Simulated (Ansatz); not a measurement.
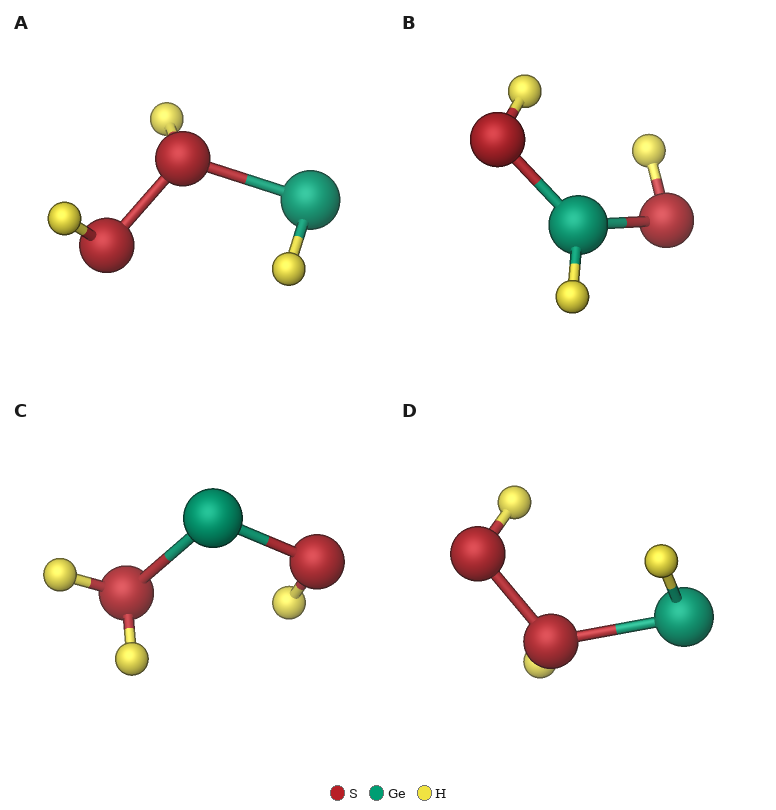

4 stationary structures of one formula. Charge +1, singlet. Geometries: PBE0-D4/def2-TZVP. Electronic energies: B3LYP-D4/def2-TZVPP (Ansatz 0.2.0), without zero-point energy. No frequency run is at hand to confirm each as a minimum.

Question: Which is lowest in energy, and by how much?

Answer: C is lowest (C1); B lies 17.0 kJ/mol above it (C2v), A lies 151.3 kJ/mol above it (C1), D lies 156.7 kJ/mol above it (C1).
